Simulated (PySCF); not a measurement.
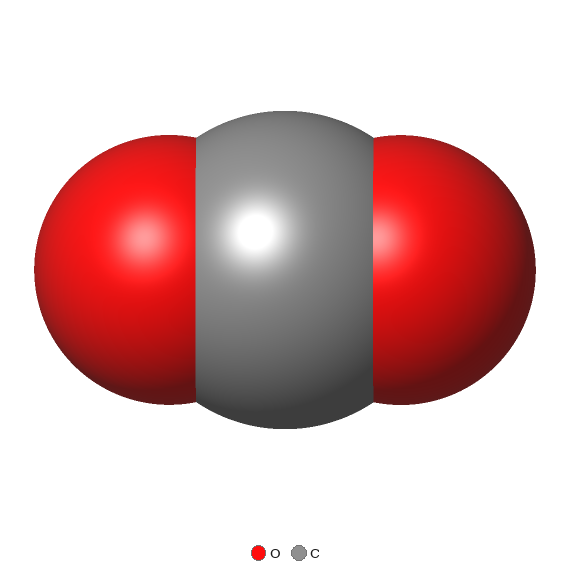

Computed geometry: PBE0-D3(BJ)/def2-SVP optimisation. No frequency run is at hand to confirm it as a minimum.

Draw it as a skeletal formula.

SMILES: O=C=O

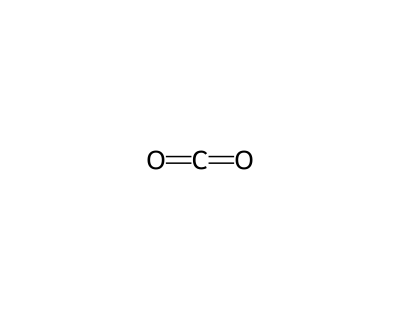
